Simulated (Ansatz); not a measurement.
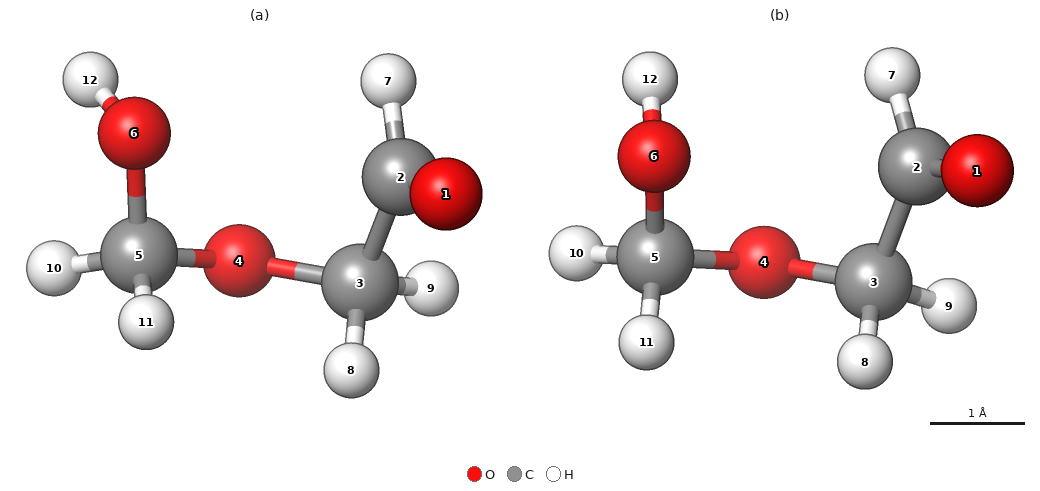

The structure of C3H6O3 (coarse preliminary run) before (left) and after (right) a relaxation, at one scale.

Style: ball-and-stick. Shown at a tilt.

The start comes from a force field.

The calculation used RKS PBE-D4/def2-SVP in Ansatz 0.2.0.

Input file:
```yaml
crystal:
  periodic: [false, false, false]
  atoms:
    - {symbol: O, position_ang: [-0.236400, 2.473800, 0.582500]}
    - {symbol: C, position_ang: [-0.679600, 1.351700, 0.610900]}
    - {symbol: C, position_ang: [-0.927700, 0.506600, -0.640500]}
    - {symbol: O, position_ang: [-0.458700, -0.850500, -0.502500]}
    - {symbol: C, position_ang: [0.862300, -1.050200, -0.338500]}
    - {symbol: O, position_ang: [1.195400, -0.807000, 1.031400]}
    - {symbol: H, position_ang: [-0.946200, 0.890300, 1.569900]}
    - {symbol: H, position_ang: [-0.336400, 0.973300, -1.485700]}
    - {symbol: H, position_ang: [-1.964600, 0.549100, -0.796700]}
    - {symbol: H, position_ang: [1.119400, -2.071800, -0.563800]}
    - {symbol: H, position_ang: [1.431900, -0.371100, -0.940400]}
    - {symbol: H, position_ang: [1.017700, -1.649400, 1.507300]}
basis:
  gaussian: {orbitals: def2-SVP}
hamiltonian: {xc: pbe, dispersion: d4}
relax: {f_tol: 0.03, max_steps: 200}
```

Launched with:
```bash
ansatz run in.yaml --threads 4 --pin off --events-out ev --progress --plain --max-ram 10444MiB
```

Summarise the run.

The energy falls by 0.465 eV in 9 geometry steps. The largest force component goes from 3.9 to 0.026 eV/Å. H12 moves most after the best rigid fit: 0.55 Å. Largest moves by element: H 0.55 Å, O 0.34 Å, C 0.13 Å. Near-neighbour distances that change, for instance: C3–H9 1.049 → 1.113 Å, O4–C5 1.346 → 1.410 Å, C5–H11 1.071 → 1.115 Å, C2–H7 1.097 → 1.135 Å. Among the angles between lasting bonds that change: O4–C3–H8 106.8° → 113.1°, O4–C5–H10 110.5° → 104.9°, O4–C3–H9 111.9° → 106.5°. Cost: 13 s on 4 threads of Arm Neoverse V1, with other jobs on the host.
